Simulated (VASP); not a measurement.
# Si2Ni with optB86b-vdW + U: from relaxation to properties, part 2 of 7

How well does optB86b-vdW + U reproduce what experiment finds for Si2Ni? The cell is relaxed first, and properties follow on it. The start is a cell from a database of measured crystal structures.

VASP 6.6.1, plane waves and PAW; the level of theory is named at each step.

Still holding for the runs below: A U on the itinerant d states of such a compound is hard to justify; it moves the bands at the Fermi level.

So far. Step 2 (Magnetic order: ferromagnetic): The moments fall under 0.1 μB, and the mesh shows no gap.

### 3. Magnetic order: antiferromagnetic, q = (0, 0, 1/2)

This step: optB86b-vdW, DFT+U (Ni d 5 eV), spin-polarised from an antiferromagnetic start; plane waves and PAW (Si, Ni) (VASP 6.6.1).

System of this step: Si2Ni. The structure is cubic, space group Fm-3m (No. 225). The conventional cell has a = 5.406 Å, b = 5.406 Å, c = 5.406 Å, α = 90.00°, β = 90.00°, γ = 90.00°. Nearest to Si lie 4 Ni at 2.34 Å. Ni has 8 Si at 2.34 Å nearest. Farther neighbours are not listed.

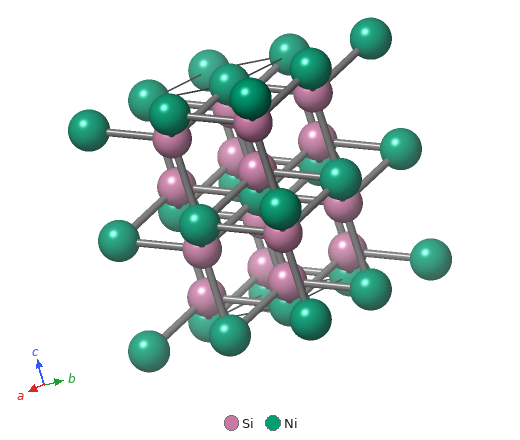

The cell of this step (silicon pink, nickel teal). 2×2×1 cells are drawn. Some periodic images of atoms are drawn too.

Next, a pattern with opposite moments, which needs a doubled cell; q is given in the reciprocal vectors of the primitive cell.

The input, INCAR:

```
SYSTEM = Si2Ni
PREC = Accurate
ENCUT = 400
EDIFF = 1E-06
NELM = 100
ISMEAR = 0
SIGMA = 0.05
LREAL = .FALSE.
ALGO = Normal
GGA = MK
AGGAC = 0
LUSE_VDW = .TRUE.
PARAM1 = 0.1234
PARAM2 = 1
LASPH = .TRUE.
NBANDS = 27
ISPIN = 2
MAGMOM = 0 0 0 0 1 -1
LDAU = .TRUE.
LDAUTYPE = 2
LDAUL = -1 2
LDAUU = 0 5
LDAUJ = 0 0
LDAUPRINT = 1
LMAXMIX = 4
LORBIT = 11
LWAVE = .FALSE.
LCHARG = .FALSE.
KPAR = 8
ISIF = 2
```

The input, POSCAR:

```
Si2Ni
1.0
    0.0000000000      2.7030000000      2.7030000000
    2.7030000000      0.0000000000      2.7030000000
    5.4060000000      5.4060000000      0.0000000000
Si Ni
4 2
Direct
    0.2500000000      0.2500000000      0.1250000000
    0.2500000000      0.2500000000      0.6250000000
    0.7500000000      0.7500000000      0.3750000000
    0.7500000000      0.7500000000      0.8750000000
    0.0000000000      0.0000000000      0.0000000000
    0.0000000000      0.0000000000      0.5000000000
```

The input, KPOINTS:

```
Automatic mesh
0
Gamma
7 7 7
0 0 0
```

The projector-augmented-wave data sets are Si and Ni (PBE family, release 64).

Run with:

```
$ mpirun -np 8 vasp_std
```

Output:

```text
[banner, memory and clock lines left out]
running    8 mpi-ranks, on    1 nodes
 distrk:  each k-point on    1 cores,    8 groups
 distr:  one band on    1 cores,    1 groups

 POSCAR found type information on POSCAR SiNi
 POSCAR found :  2 types and       6 ions
 [... a notice as in an earlier step ...]

 [... a notice as in an earlier step ...]

 [... a notice as in an earlier step ...]

 LDA part: xc-table for (Slater+PW92), standard interpolation
 POSCAR, INCAR and KPOINTS ok, starting setup
 FFT: planning ... GRIDC
 FFT: planning ... GRID_SOFT
 FFT: planning ... GRID
 WAVECAR not read
 entering main loop
       N       E                     dE             d eps       ncg     rms          rms(c)
DAV:   1     0.191058892313E+03    0.19106E+03   -0.13098E+04  4784   0.114E+03
DAV:   2    -0.695549914561E+01   -0.19801E+03   -0.18805E+03  4843   0.263E+02
DAV:   3    -0.200519761906E+02   -0.13096E+02   -0.12796E+02  5745   0.834E+01
DAV:   4    -0.203471949617E+02   -0.29522E+00   -0.29418E+00  5860   0.116E+01
DAV:   5    -0.203546110277E+02   -0.74161E-02   -0.74129E-02  6009   0.189E+00    0.180E+01
DAV:   6    -0.224057285893E+02   -0.20511E+01   -0.28255E+01  5375   0.990E+01    0.161E+01
DAV:   7    -0.192067301547E+02    0.31990E+01   -0.10785E+01  5728   0.721E+01    0.524E+00
DAV:   8    -0.192332475525E+02   -0.26517E-01   -0.11772E+00  7105   0.895E+00    0.297E+00
DAV:   9    -0.191612806904E+02    0.71967E-01   -0.22703E-01  5529   0.869E+00    0.639E-01
DAV:  10    -0.191655481357E+02   -0.42674E-02   -0.25734E-02  7296   0.253E+00    0.356E-01
DAV:  11    -0.191658631176E+02   -0.31498E-03   -0.32984E-03  7316   0.797E-01    0.161E-01
DAV:  12    -0.191661213888E+02   -0.25827E-03   -0.82167E-04  6951   0.705E-01    0.882E-02
DAV:  13    -0.191662036038E+02   -0.82215E-04   -0.15772E-04  6081   0.202E-01    0.324E-02
DAV:  14    -0.191662126868E+02   -0.90831E-05   -0.18946E-05  5455   0.406E-02    0.105E-02
DAV:  15    -0.191662139936E+02   -0.13068E-05   -0.17563E-06  4215   0.283E-02    0.442E-03
DAV:  16    -0.191662144100E+02   -0.41642E-06   -0.12692E-06  3639   0.111E-02
   1 F= -.19166214E+02 E0= -.19165277E+02  d E =-.187513E-02  mag=     0.0000
```

The job ended after 81 s (8 MPI ranks of Intel Xeon Platinum 8488C (Sapphire Rapids), shared host; peak memory 4.2 GiB; 11 min of CPU time).

From OUTCAR (step 3):

```text
  LATTYP: Found a trigonal (rhomboedric) cell.
 ALAT       =     6.6209707747
 COS(alpha) =     0.8333333333

 Subroutine GETGRP returns: Found 12 space group operations
 (whereof 12 operations were pure point group operations)

The static configuration has the point symmetry D_3d.

 Found     44 irreducible k-points:

   k-points           NKPTS =     44   k-points in BZ     NKDIM =     44   number of bands    NBANDS=     27

   dimension x,y,z NGX =    28 NGY =   28 NGZ =   50
   dimension x,y,z NGXF=    56 NGYF=   56 NGZF=  100

   ENCUT  =  400.0 eV  29.40 Ry    5.42 a.u.   6.23  6.23 12.47*2*pi/ulx,y,z

   NELECT =      36.0000    total number of electrons

atom =   5  type =  2  l = 2

 onsite density matrix

spin component  1

  0.8567 -0.0001 -0.0000 -0.0001 -0.0000
 -0.0001  0.8567 -0.0000  0.0001  0.0000
 -0.0000 -0.0000  0.9090 -0.0000 -0.0000
 -0.0001  0.0001 -0.0000  0.8567 -0.0000
 -0.0000  0.0000 -0.0000 -0.0000  0.9090

spin component  2

  0.8566 -0.0001 -0.0000 -0.0001 -0.0000
 -0.0001  0.8566 -0.0000  0.0001  0.0000
 -0.0000 -0.0000  0.9090 -0.0000 -0.0000
 -0.0001  0.0001 -0.0000  0.8566 -0.0000
 -0.0000  0.0000 -0.0000 -0.0000  0.9090

 occupancies and eigenvectors

  o =  0.8565  v =  0.0000  0.0000  0.0000  0.0000  0.0000  0.7106  0.0071  0.0001  0.7035  0.0000      0.0000  0.0000  0.0000  0.0000  0.0000  0.0000  0.0000  0.0000  0.0000  0.0000
  o =  0.8565  v =  0.0000  0.0000  0.0000  0.0000  0.0000  0.4021  0.8165  0.0000 -0.4143 -0.0001      0.0000  0.0000  0.0000  0.0000  0.0000  0.0000  0.0000  0.0000  0.0000  0.0000
  o =  0.8565  v = -0.4179  0.3985 -0.0000 -0.8164 -0.0001  0.0000  0.0000  0.0000  0.0000  0.0000      0.0000  0.0000  0.0000  0.0000  0.0000  0.0000  0.0000  0.0000  0.0000  0.0000
  o =  0.8565  v =  0.7014  0.7126  0.0001 -0.0112 -0.0000  0.0000  0.0000  0.0000  0.0000  0.0000      0.0000  0.0000  0.0000  0.0000  0.0000  0.0000  0.0000  0.0000  0.0000  0.0000
  o =  0.8569  v =  0.0000  0.0000  0.0000  0.0000  0.0000 -0.5774  0.5774 -0.0000  0.5774 -0.0000      0.0000  0.0000  0.0000  0.0000  0.0000  0.0000  0.0000  0.0000  0.0000  0.0000
  o =  0.8569  v = -0.5774  0.5774  0.0000  0.5774 -0.0000  0.0000  0.0000  0.0000  0.0000  0.0000      0.0000  0.0000  0.0000  0.0000  0.0000  0.0000  0.0000  0.0000  0.0000  0.0000
  o =  0.9090  v =  0.0001  0.0000 -1.0000  0.0000 -0.0000  0.0000  0.0000  0.0000  0.0000  0.0000      0.0000  0.0000  0.0000  0.0000  0.0000  0.0000  0.0000  0.0000  0.0000  0.0000
  o =  0.9090  v =  0.0000  0.0001 -0.0000 -0.0001  1.0000  0.0000  0.0000  0.0000  0.0000  0.0000      0.0000  0.0000  0.0000  0.0000  0.0000  0.0000  0.0000  0.0000  0.0000  0.0000
  o =  0.9090  v =  0.0000  0.0000  0.0000  0.0000  0.0000  0.0001  0.0000 -1.0000  0.0000 -0.0000      0.0000  0.0000  0.0000  0.0000  0.0000  0.0000  0.0000  0.0000  0.0000  0.0000
  o =  0.9090  v =  0.0000  0.0000  0.0000  0.0000  0.0000  0.0000  0.0001 -0.0000 -0.0001  1.0000      0.0000  0.0000  0.0000  0.0000  0.0000  0.0000  0.0000  0.0000  0.0000  0.0000

atom =   6  type =  2  l = 2

 onsite density matrix

spin component  1

spin component  2

 occupancies and eigenvectors

  o =  0.8565  v =  0.6560 -0.0930  0.0001  0.7490  0.0000  0.0000  0.0000  0.0000  0.0000  0.0000      0.0000  0.0000  0.0000  0.0000  0.0000  0.0000  0.0000  0.0000  0.0000  0.0000
  o =  0.8565  v = -0.4862 -0.8112 -0.0000  0.3250  0.0001  0.0000  0.0000  0.0000  0.0000  0.0000      0.0000  0.0000  0.0000  0.0000  0.0000  0.0000  0.0000  0.0000  0.0000  0.0000
  o =  0.8565  v =  0.0000  0.0000  0.0000  0.0000  0.0000  0.7716  0.6171  0.0001  0.1545 -0.0000      0.0000  0.0000  0.0000  0.0000  0.0000  0.0000  0.0000  0.0000  0.0000  0.0000
  o =  0.8565  v =  0.0000  0.0000  0.0000  0.0000  0.0000 -0.2671  0.5346 -0.0000 -0.8018 -0.0001      0.0000  0.0000  0.0000  0.0000  0.0000  0.0000  0.0000  0.0000  0.0000  0.0000
  o =  0.8569  v = -0.5774  0.5774  0.0000  0.5774 -0.0000  0.0000  0.0000  0.0000  0.0000  0.0000      0.0000  0.0000  0.0000  0.0000  0.0000  0.0000  0.0000  0.0000  0.0000  0.0000
  o =  0.8569  v =  0.0000  0.0000  0.0000  0.0000  0.0000 -0.5774  0.5774  0.0000  0.5774 -0.0000      0.0000  0.0000  0.0000  0.0000  0.0000  0.0000  0.0000  0.0000  0.0000  0.0000
  o =  0.9090  v =  0.0000  0.0000  0.0000  0.0000  0.0000  0.0001  0.0000 -1.0000  0.0000 -0.0000      0.0000  0.0000  0.0000  0.0000  0.0000  0.0000  0.0000  0.0000  0.0000  0.0000
  o =  0.9090  v =  0.0000  0.0000  0.0000  0.0000  0.0000  0.0000  0.0001 -0.0000 -0.0001  1.0000      0.0000  0.0000  0.0000  0.0000  0.0000  0.0000  0.0000  0.0000  0.0000  0.0000
  o =  0.9090  v =  0.0001  0.0000 -1.0000  0.0000 -0.0000  0.0000  0.0000  0.0000  0.0000  0.0000      0.0000  0.0000  0.0000  0.0000  0.0000  0.0000  0.0000  0.0000  0.0000  0.0000
  o =  0.9090  v =  0.0000  0.0001 -0.0000 -0.0001  1.0000  0.0000  0.0000  0.0000  0.0000  0.0000      0.0000  0.0000  0.0000  0.0000  0.0000  0.0000  0.0000  0.0000  0.0000  0.0000

 E-fermi :  10.0570

 spin component 1
 k-point     1 :       0.0000    0.0000    0.0000
  band No.  band energies     occupation
    ...
     12       6.1897      1.00000
     13       6.1897      1.00000
     14       8.9758      1.00000
     15       8.9758      1.00000
     16       9.9695      0.99332
     17      11.7598      0.00000
     18      11.7598      0.00000
     19      11.7600      0.00000
     20      11.8554      0.00000
     21      11.8554      0.00000
    ...

 k-point     2 :       0.1429    0.0000    0.0000
  band No.  band energies     occupation
    ...
     12       6.1561      1.00000
     13       6.1895      1.00000
     14       7.9857      1.00000
     15       8.3167      1.00000
     16       9.0085      1.00000
     17      10.8082      0.00000
     18      10.9544      0.00000
     19      10.9562      0.00000
     20      10.9731      0.00000
     21      12.8448      0.00000
    ...

 k-point     3 :       0.2857    0.0000    0.0000
  band No.  band energies     occupation
    ...
     14       7.1479      1.00000
     15       7.1700      1.00000
     16       7.2891      1.00000
     17       9.9093      0.99999
     18       9.9124      0.99998
     19      10.1712      0.00062
     20      11.5495      0.00000
     21      12.3996      0.00000
     22      12.4013      0.00000
     23      13.4974      0.00000
    ...

 k-point     4 :       0.4286    0.0000    0.0000
  band No.  band energies     occupation
    ...
     15       6.4627      1.00000
     16       6.5728      1.00000
     17       9.1022      1.00000
     18       9.1060      1.00000
     19       9.6128      1.00000
     20      11.7977      0.00000
     21      11.9122      0.00000
     22      11.9146      0.00000
     23      12.0118      0.00000
     24      12.9374      0.00000
    ...

Total vdW correction in eV:      5.2113890

  Total       -1.4787010     -1.4787010     -1.4787010     -0.0005051      0.0005051      0.0005051
  in kB      -29.9911291    -29.9911291    -29.9911291     -0.0102437      0.0102437      0.0102437
  external PRESSURE =     -29.9911291 kB  Pullay stress =       0.0000000 kB

  energy-cutoff  :      400.00
  volume of cell :       78.99
      direct lattice vectors                 reciprocal lattice vectors
     0.000000000  2.703000000  2.703000000    -0.184979652  0.184979652  0.184979652
     2.703000000  0.000000000  2.703000000     0.184979652 -0.184979652  0.184979652
     5.406000000  5.406000000  0.000000000     0.092489826  0.092489826 -0.092489826

 POSITION                                       TOTAL-FORCE (eV/Angst)
 -----------------------------------------------------------------------------------
      1.35150      1.35150      1.35150         0.006684      0.006684     -0.006684
      4.05450      4.05450      1.35150         0.006684      0.006684     -0.006684
      4.05450      4.05450      4.05450        -0.006684     -0.006684      0.006684
      6.75750      6.75750      4.05450        -0.006684     -0.006684      0.006684
      0.00000      0.00000      0.00000        -0.000000     -0.000000     -0.000000
      2.70300      2.70300      0.00000        -0.000000     -0.000000     -0.000000
 -----------------------------------------------------------------------------------
    total drift:                               -0.000000      0.000000      0.000000

  FREE ENERGIE OF THE ION-ELECTRON SYSTEM (eV)
  ---------------------------------------------------
  free  energy   TOTEN  =       -19.1662144100 eV

  energy  without entropy=      -19.1643392849  energy(sigma->0) =      -19.16527685

Total vdW correction in eV:      5.2113814

 total charge
# of ion       s       p       d       tot
------------------------------------------
    1        0.747   0.834   0.000   1.580
    2        0.747   0.834   0.000   1.580
    3        0.747   0.834   0.000   1.580
    4        0.747   0.834   0.000   1.580
    5        0.536   0.753   8.736  10.024
    6        0.536   0.753   8.736  10.024
--------------------------------------------------
tot          4.058   4.840  17.472  26.369

 magnetization (x)
# of ion       s       p       d       tot
------------------------------------------
    1        0.000  -0.000   0.000   0.000
    2       -0.000   0.000   0.000  -0.000
    3       -0.000   0.000   0.000  -0.000
    4        0.000  -0.000   0.000   0.000
    5       -0.000  -0.000   0.000   0.000
    6        0.000   0.000  -0.000  -0.000
--------------------------------------------------
tot          0.000   0.000   0.000   0.000

[... 6 further parts left out ...]
```

At this level the cell is under a tension of 3.0 GPa, so at these settings it is away from equilibrium.

This step gave:

```
SCF cycles              : 16
electrons               : 36
bands                   : 27
irreducible k-points    : 44
symmetry operations     : 12
free energy (TOTEN)     : -19.17 eV
energy at zero smearing : -19.17 eV
Fermi energy            : 10.06 eV
pressure                : -2.999 GPa
```

The spin moment in the PAW sphere vanishes on all atoms.

The energy lies -1.3 meV an atom from the first pattern, a difference of sampling, since both runs hold the same state. The moments fall under 0.1 μB, and the mesh shows no gap.

[end of part 2 of 7]

[Lines on the potential files, build, host, timing and source positions are cut from VASP's logs without a mark.]

[Logs are printed without paths, hosts, clocks, repeated set-up lines and the standing remarks that a program may print on its own settings, such as how far it seeks lower states.]

[Hosts, paths, dates, database ids (printed as entryN), source tags and the programs' standing remarks are cut or masked in the printed files.]

[A measured line is paired with the nearest computed mode of its activity, which favours agreement.]

[In band tables of VASP the shares of atoms and orbitals are scaled to a sum of 1 inside the atoms' spheres.]
